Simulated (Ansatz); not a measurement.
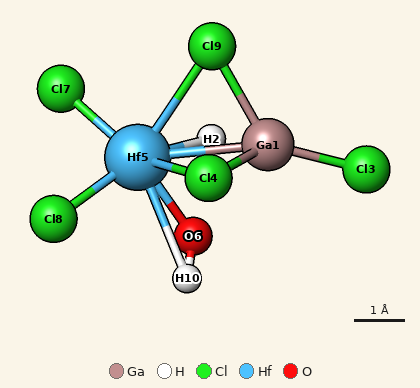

Figure 1. The input geometry (ball-and-stick view, seen at a tilt; atoms are numbered from 1 in the order of the input). Sticks mark near contacts.

# Geometry relaxation, with input and output: GaHfH2Cl5O (part 1 of 2)

The run: geometry relaxation of GaHfH2Cl5O. Method and program: RKS PBE0-D4/def2-SVP (Ansatz 0.2.0).

The input holds or restrains some coordinates. Forces given for the steps count only the free coordinates. Figures and captions count atoms from 1; the log counts them from 0 in places.

## The input
```yaml
crystal:
  periodic: [false, false, false]
  atoms:
    - {symbol: Ga, position_ang: [0.182500, -1.608000, -0.252900]}
    - {symbol: H, position_ang: [-0.801200, -0.172300, -1.501500]}
    - {symbol: Cl, position_ang: [-0.782200, -3.440300, -0.304100]}
    - {symbol: Cl, position_ang: [1.198400, -0.726200, 1.568100]}
    - {symbol: Hf, position_ang: [0.177800, 1.045900, -0.165500]}
    - {symbol: O, position_ang: [-1.320800, 0.121600, 0.683300]}
    - {symbol: Cl, position_ang: [0.722800, 2.636100, -1.712800]}
    - {symbol: Cl, position_ang: [0.294900, 2.613600, 1.506500]}
    - {symbol: Cl, position_ang: [1.895700, -0.693000, -1.436700]}
    - {symbol: H, position_ang: [-1.567900, 0.222500, 1.615600]}
basis:
  gaussian: {orbitals: def2-SVP}
hamiltonian: {xc: pbe0, dispersion: d4}
relax: {f_tol: 0.04, max_steps: 150, escape_saddle: false, constraints: [{distance: [0, 5]}, {distance: [1, 4]}, {distance: [0, 1]}, {distance: [4, 5]}]}
```

Launched with:
```bash
ansatz run in.yaml --threads 4 --pin off --events-out ev --progress --plain --max-ram 63488MiB --backend cuda --devices 0, --max-vram 37GiB
```

## Log
```
Functional definition: PBE0
  name "PBE0"
  cite "Adamo & Barone, J. Chem. Phys. 110, 6158 (1999) doi:10.1063/1.478522"
  cite "Perdew, Burke & Ernzerhof, Phys. Rev. Lett. 77, 3865 (1996) doi:10.1103/PhysRevLett.77.3865"
  parent pbe
  parameter a = 0.25
  parameter kappa = 0.804
  parameter beta = 0.06672455060314922
  exchange = (1 - a)*pbe_x(kappa = kappa, mu = beta*pi^2/3) + a*exact_x
  correlation = pbe_c(beta = beta)
1772 factors; integrals over basis functions are off by at most 2.9e-4 eV
mean field evaluation 1: about -118322.6092 eV, gradient 5.8e1 eV
mean field evaluation 2: about -118282.2653 eV, gradient 1.5e2 eV
mean field evaluation 4: about -118328.6587 eV, gradient 1.0e1 eV
mean field evaluation 8: about -118328.8757 eV, gradient 5.7e-1 eV
mean field evaluation 16: about -118328.8765 eV, gradient 1.4e-4 eV
mean field -118328.87654951 eV, -4348.5060070014 hartree, gradient 2.8e-5 eV, S^2 0.000000; 0 other end points of the search recorded, 0 dependent functions left out
the calculation of the forces begins
reference -118328.87660865 eV, -4348.5060091744 hartree; 69, 69 occupied and 109, 109 virtual orbitals, 1772 factors
relax step   1: F+E_penalty+E_count = -118329.31783989 eV  Δ(F+E_penalty+E_count) = +0.000e0 eV  max|allowed force component| = 1.436e0 eV/Å  Δτ_max = 0.0000 Å  (30 SCF iters, accepted)
  distance Ga 0 - O 5 held at 2.475459 Å   reaction = -4.1711e-1 eV/Å
  distance H 1 - Hf 4 held at 2.056052 Å   reaction = -1.6114e-2 eV/Å
  distance Ga 0 - H 1 held at 2.141939 Å   reaction = +1.4783e0 eV/Å
  distance Hf 4 - O 5 held at 1.954634 Å   reaction = -1.2229e0 eV/Å
these checks for a lower state are left out or cut short: starts, cluster_reference, orbital_swaps, neighbouring_geometries, increment
1772 factors; integrals over basis functions are off by at most 3.0e-4 eV
mean field -118329.22221879 eV, -4348.5187101130 hartree, gradient 2.0e-5 eV, S^2 0.000000; 0 other end points of the search recorded, 0 dependent functions left out
[... from here on the field's lines of each further geometry are left out, up to the last ...]
relax step   2: F+E_penalty+E_count = -118329.64676159 eV  Δ(F+E_penalty+E_count) = -3.289e-1 eV  max|allowed force component| = 3.435e-1 eV/Å  Δτ_max = 0.1948 Å  (37 SCF iters, accepted)
relax step   3: F+E_penalty+E_count = -118329.70864472 eV  Δ(F+E_penalty+E_count) = -6.188e-2 eV  max|allowed force component| = 4.833e-1 eV/Å  Δτ_max = 0.1714 Å  (32 SCF iters, accepted)
relax step   4: F+E_penalty+E_count = -118329.85406095 eV  Δ(F+E_penalty+E_count) = -1.454e-1 eV  max|allowed force component| = 6.687e-1 eV/Å  Δτ_max = 0.2000 Å  (38 SCF iters, accepted)
relax step   5: F+E_penalty+E_count = -118329.95788458 eV  Δ(F+E_penalty+E_count) = -1.038e-1 eV  max|allowed force component| = 8.964e-1 eV/Å  Δτ_max = 0.1972 Å  (38 SCF iters, accepted)
relax step   6: F+E_penalty+E_count = -118330.09053380 eV  Δ(F+E_penalty+E_count) = -1.326e-1 eV  max|allowed force component| = 1.081e0 eV/Å  Δτ_max = 0.1945 Å  (38 SCF iters, accepted)
relax step   7: F+E_penalty+E_count = -118330.24170827 eV  Δ(F+E_penalty+E_count) = -1.512e-1 eV  max|allowed force component| = 1.193e0 eV/Å  Δτ_max = 0.1999 Å  (38 SCF iters, accepted)
relax step   8: F+E_penalty+E_count = -118330.38348983 eV  Δ(F+E_penalty+E_count) = -1.418e-1 eV  max|allowed force component| = 1.204e0 eV/Å  Δτ_max = 0.1906 Å  (36 SCF iters, accepted)
relax step   9: F+E_penalty+E_count = -118330.52050935 eV  Δ(F+E_penalty+E_count) = -1.370e-1 eV  max|allowed force component| = 1.184e0 eV/Å  Δτ_max = 0.1926 Å  (38 SCF iters, accepted)
relax step  10: F+E_penalty+E_count = -118330.61903899 eV  Δ(F+E_penalty+E_count) = -9.853e-2 eV  max|allowed force component| = 9.277e-1 eV/Å  Δτ_max = 0.2000 Å  (33 SCF iters, accepted)
relax step  11: F+E_penalty+E_count = -118330.67361610 eV  Δ(F+E_penalty+E_count) = -5.458e-2 eV  max|allowed force component| = 6.964e-1 eV/Å  Δτ_max = 0.1931 Å  (39 SCF iters, accepted)
relax step  12: F+E_penalty+E_count = -118330.72144035 eV  Δ(F+E_penalty+E_count) = -4.782e-2 eV  max|allowed force component| = 5.672e-1 eV/Å  Δτ_max = 0.1947 Å  (32 SCF iters, accepted)
relax step  13: F+E_penalty+E_count = -118330.75514459 eV  Δ(F+E_penalty+E_count) = -3.370e-2 eV  max|allowed force component| = 6.224e-1 eV/Å  Δτ_max = 0.1961 Å  (32 SCF iters, accepted)
relax step  14: F+E_penalty+E_count = -118330.79696687 eV  Δ(F+E_penalty+E_count) = -4.182e-2 eV  max|allowed force component| = 7.998e-1 eV/Å  Δτ_max = 0.1966 Å  (32 SCF iters, accepted)
relax step  15: F+E_penalty+E_count = -118330.82913411 eV  Δ(F+E_penalty+E_count) = -3.217e-2 eV  max|allowed force component| = 8.615e-1 eV/Å  Δτ_max = 0.1930 Å  (32 SCF iters, accepted)
relax step  16: F+E_penalty+E_count = -118330.86005667 eV  Δ(F+E_penalty+E_count) = -3.092e-2 eV  max|allowed force component| = 8.041e-1 eV/Å  Δτ_max = 0.1950 Å  (32 SCF iters, accepted)
relax step  17: F+E_penalty+E_count = -118330.88766416 eV  Δ(F+E_penalty+E_count) = -2.761e-2 eV  max|allowed force component| = 7.339e-1 eV/Å  Δτ_max = 0.1956 Å  (32 SCF iters, accepted)
relax step  18: F+E_penalty+E_count = -118330.90992210 eV  Δ(F+E_penalty+E_count) = -2.226e-2 eV  max|allowed force component| = 6.161e-1 eV/Å  Δτ_max = 0.1926 Å  (32 SCF iters, accepted)
relax step  19: F+E_penalty+E_count = -118330.94268448 eV  Δ(F+E_penalty+E_count) = -3.276e-2 eV  max|allowed force component| = 1.798e-1 eV/Å  Δτ_max = 0.1708 Å  (37 SCF iters, accepted)
relax step  20: F+E_penalty+E_count = -118330.94215092 eV  Δ(F+E_penalty+E_count) = +5.336e-4 eV  max|allowed force component| = 1.852e-1 eV/Å  Δτ_max = 0.1391 Å  (31 SCF iters, rejected (line search))
relax step  21: F+E_penalty+E_count = -118330.95004817 eV  Δ(F+E_penalty+E_count) = -7.364e-3 eV  max|allowed force component| = 9.849e-2 eV/Å  Δτ_max = 0.0695 Å  (32 SCF iters, accepted)
relax step  22: F+E_penalty+E_count = -118330.94722466 eV  Δ(F+E_penalty+E_count) = +2.824e-3 eV  max|allowed force component| = 2.263e-1 eV/Å  Δτ_max = 0.0762 Å  (31 SCF iters, rejected (line search))
the calculation of the forces begins
reference -118330.54820929 eV, -4348.5674393649 hartree; 69, 69 occupied and 109, 109 virtual orbitals, 1773 factors
relax step  23: F+E_penalty+E_count = -118330.95329353 eV  Δ(F+E_penalty+E_count) = -3.245e-3 eV  max|allowed force component| = 1.741e-2 eV/Å  Δτ_max = 0.0381 Å  (33 SCF iters, accepted)
  distance Ga 0 - O 5 held at 2.475459 Å   reaction = -2.4159e-1 eV/Å
  distance H 1 - Hf 4 held at 2.056052 Å   reaction = +9.5496e-1 eV/Å
  distance Ga 0 - H 1 held at 2.141939 Å   reaction = +8.3040e-1 eV/Å
  distance Hf 4 - O 5 held at 1.954634 Å   reaction = +1.0552e0 eV/Å
1773 factors; integrals over basis functions are off by at most 3.9e-4 eV
mean field evaluation 192: about -118330.5474 eV, gradient 6.2e-1 eV
```

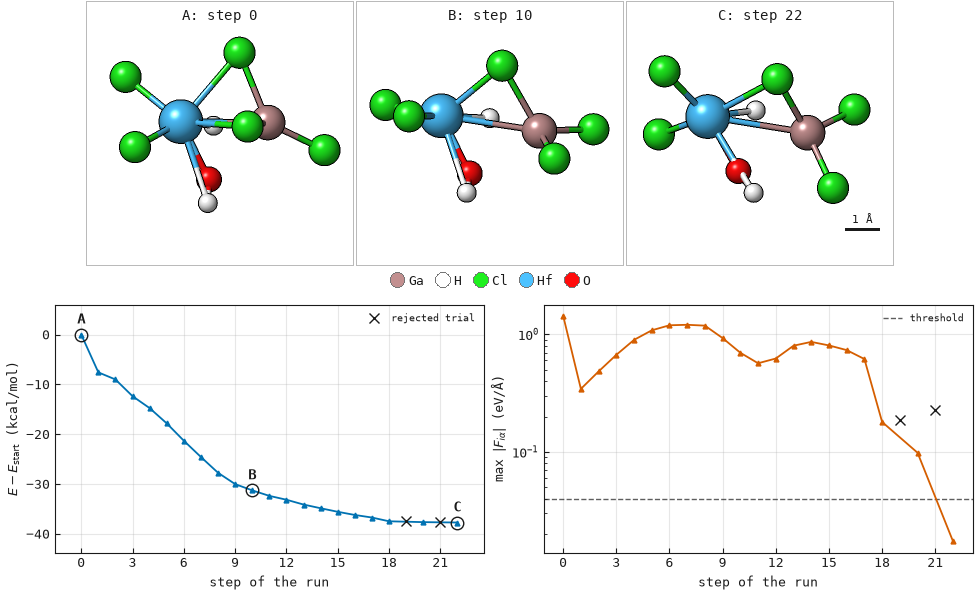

Figure 2. Frames of the restrained relaxation (ball-and-stick view, seen at a tilt) above the curves, on which the letters mark them (the first geometry is step 0 here and step 1 in the log).

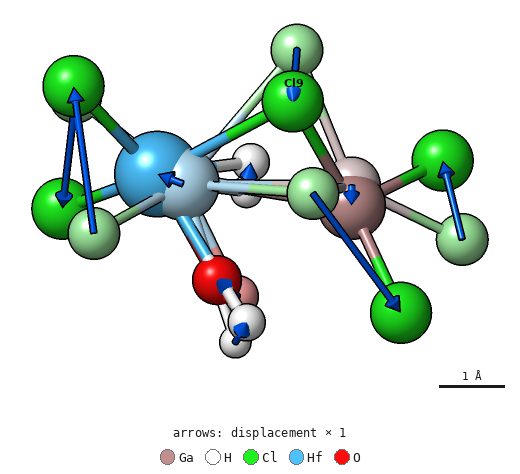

Figure 3. Start (faint) and end (solid) with the displacements as blue arrows, at true length (ball-and-stick view, seen at a tilt). The two geometries are laid on each other by the best rigid fit. The atom that moves furthest after the best rigid fit is Cl4 (2.46 Å). By element the largest moves are Cl 2.46 Å, O 0.73 Å, H 0.60 Å, Hf 0.44 Å, Ga 0.34 Å. Distances before and after: Cl4–Hf5 2.681 → 4.470 Å, Ga1–Hf5 2.655 → 3.060 Å, Hf5–H10 2.626 → 2.883 Å, Ga1–Cl4 2.264 → 2.166 Å. Bonds break: Cl4–Hf5 (2.68 → 4.47 Å). Among the angles that change: Cl4–Ga1–Hf5 65.5° → 116.5°, Hf5–O6–H10 124.3° → 160.1°, Cl4–Ga1–Cl9 85.6° → 112.1°. Over 22 geometry steps the energy falls by 37.7 kcal/mol. Largest force component: 1.4 eV/Å at the start, 0.017 eV/Å at the end. The line search rejected the trial steps at points 19, 21 (counted from 0) and went back. (Atoms are counted from 1 in the order of the input.)

```
mean field -118330.54815387 eV, -4348.5674373286 hartree, gradient 1.4e-5 eV, S^2 0.000000; 1 other end points of the search recorded, 0 dependent functions left out
the calculation of the forces begins
reference -118330.54820929 eV, -4348.5674393649 hartree; 69, 69 occupied and 109, 109 virtual orbitals, 1773 factors
Total energy: -118330.95334894 eV, -4348.5823279728 hartree
Atom 0 at     0.044434    -1.591315     0.097142 Å, force    -0.023030     0.304567    -0.731529 eV/Å
Atom 1 at    -0.211850    -0.251757    -1.554465 Å, force     0.287409     0.257883     1.161689 eV/Å
Atom 2 at     0.085104    -3.211078    -1.299806 Å, force     0.005175    -0.013774    -0.005782 eV/Å
Atom 3 at    -0.715374    -2.203716     2.031330 Å, force    -0.001332     0.008703     0.001786 eV/Å
Atom 4 at     0.184694     1.420219    -0.425485 Å, force    -0.770166    -1.247122     0.224772 eV/Å
Atom 5 at    -0.868556     0.539399     0.965707 Å, force     0.487414     0.678393    -0.655264 eV/Å
Atom 6 at    -1.316555     2.555563    -1.807734 Å, force    -0.006502     0.003829     0.000035 eV/Å
Atom 7 at     1.912983     2.992961    -0.100579 Å, force     0.011682     0.003356    -0.000045 eV/Å
Atom 8 at     1.991425    -0.408267     0.272044 Å, force     0.012890     0.001136     0.007182 eV/Å
Atom 9 at    -1.106303     0.157892     1.821845 Å, force    -0.003540     0.003029    -0.002843 eV/Å
Dipole moment:    -0.098126     0.259204     0.287710 e Å
```

## Trajectory as extended XYZ (Å, eV, eV/Å), 23 frames, from step=1 to step=23
```
10
Properties=species:S:1:pos:R:3:forces:R:3 step=1 energy=-118329.31784
Ga    0.1825   -1.6080   -0.2529   -0.9180   0.3671  -1.0621
H    -0.8012   -0.1723   -1.5015    0.6871  -0.9299   0.8717
Cl   -0.7822   -3.4403   -0.3041   -0.1508  -0.7310   0.0248
Cl    1.1984   -0.7262    1.5681    0.3543  -0.2594   0.3443
Hf    0.1778    1.0459   -0.1655    1.3211   0.0538  -0.2127
O    -1.3208    0.1216    0.6833   -1.4716  -0.3029   0.4015
Cl    0.7228    2.6361   -1.7128   -0.0288   0.9166  -1.4364
Cl    0.2949    2.6136    1.5065   -0.0485   0.8664   1.2576
Cl    1.8957   -0.6930   -1.4367    0.2134   0.0319  -0.0712
H    -1.5679    0.2225    1.6156    0.0418  -0.0126  -0.1176
10
Properties=species:S:1:pos:R:3:forces:R:3 step=2 energy=-118329.64676
Ga    0.1275   -1.6652   -0.2459   -0.6298   1.1536  -0.9493
H    -0.7483   -0.1170   -1.4391    0.6811  -0.8713   0.5817
Cl   -0.7793   -3.5593   -0.2906    0.0394  -0.0975   0.0146
Cl    1.2247   -0.8128    1.5719   -0.0955  -0.0705   0.1913
Hf    0.2379    1.1216   -0.1274    1.3532   0.5141  -0.6351
O    -1.2999    0.1669    0.6104   -1.3143  -0.4123   0.9778
Cl    0.6468    2.6929   -1.8830   -0.3435  -0.3421   0.2246
Cl    0.2843    2.6878    1.6672   -0.0152  -0.1418  -0.1042
Cl    1.8718   -0.7273   -1.4095    0.2518   0.0888  -0.1205
H    -1.5654    0.2124    1.5460    0.0729   0.1790  -0.1810
10
Properties=species:S:1:pos:R:3:forces:R:3 step=3 energy=-118329.70865
Ga    0.1089   -1.6496   -0.2627   -0.4956   0.8331  -0.9147
H    -0.6175   -0.0833   -1.5304    0.1598  -1.0652   1.1381
Cl   -0.7635   -3.5704   -0.3013    0.0741   0.0745  -0.0231
Cl    1.1910   -0.8608    1.6063   -0.0217  -0.1187  -0.0650
Hf    0.2708    1.0982   -0.1014    1.1907   0.7998  -0.5997
O    -1.2848    0.1823    0.6482   -1.3465  -0.0451   0.6301
Cl    0.4932    2.6302   -1.9262   -0.2450  -0.3311   0.3954
Cl    0.3062    2.6416    1.7208    0.0496  -0.0959  -0.1917
Cl    1.8912   -0.7272   -1.4175    0.3676   0.0620   0.1140
H    -1.5956    0.3389    1.5641    0.2671  -0.1134  -0.4833
10
Properties=species:S:1:pos:R:3:forces:R:3 step=4 energy=-118329.85406
Ga    0.0818   -1.6507   -0.2696   -0.5272   0.9431  -0.7145
H    -0.6583   -0.0693   -1.5103    0.5249  -1.3924   0.9009
Cl   -0.7329   -3.5928   -0.3499    0.0372   0.0174  -0.0914
Cl    1.1038   -0.9669    1.6659   -0.1293  -0.1555  -0.1064
Hf    0.3328    1.0804   -0.1236    0.8166   0.8484  -0.5136
O    -1.2748    0.2312    0.5940   -1.2560  -0.0049   1.0694
Cl    0.2944    2.6106   -1.9345   -0.0939  -0.2340   0.2489
Cl    0.4225    2.6265    1.6812    0.1244  -0.0525  -0.0590
Cl    1.9757   -0.6648   -1.2800    0.2556   0.1326  -0.0656
H    -1.5449    0.3956    1.5268    0.2477  -0.1022  -0.6687
10
Properties=species:S:1:pos:R:3:forces:R:3 step=5 energy=-118329.95788
Ga    0.0571   -1.6513   -0.2346   -0.5545   0.9247  -0.7539
H    -0.6570   -0.0867   -1.5114    0.6442  -1.6125   0.8450
Cl   -0.6917   -3.6151   -0.4237    0.0344   0.0325  -0.1053
Cl    1.0029   -1.0638    1.7408   -0.1730  -0.1742  -0.2093
Hf    0.3570    1.0760   -0.1522    0.6238   1.0323  -0.5599
O    -1.2822    0.2766    0.5510   -1.1006   0.0403   1.4866
Cl    0.0990    2.5850   -1.9433   -0.0122  -0.1508   0.1734
Cl    0.5920    2.6047    1.6467    0.1317  -0.0385   0.0163
Cl    2.0390   -0.5806   -1.1693    0.2250   0.0771  -0.0425
H    -1.5159    0.4550    1.4960    0.1813  -0.1309  -0.8504
10
Properties=species:S:1:pos:R:3:forces:R:3 step=6 energy=-118330.09053
Ga    0.0231   -1.6564   -0.1716   -0.6285   0.7703  -1.1650
H    -0.6350   -0.1359   -1.5292    0.6640  -1.7080   0.9433
Cl   -0.6475   -3.6359   -0.5091    0.0320   0.1184  -0.0923
Cl    0.9002   -1.1688    1.7866   -0.0560  -0.1533   0.1656
Hf    0.3449    1.0915   -0.2024    0.6616   1.2249  -0.5650
O    -1.2925    0.3185    0.5337   -0.9465   0.1291   1.7072
Cl   -0.0928    2.5788   -1.9657    0.0353  -0.1163   0.1555
Cl    0.7801    2.5666    1.6150    0.0662  -0.1342  -0.0928
Cl    2.1166   -0.4890   -1.0402    0.0433   0.1061  -0.0432
H    -1.4971    0.5305    1.4828    0.1286  -0.2369  -1.0134
```
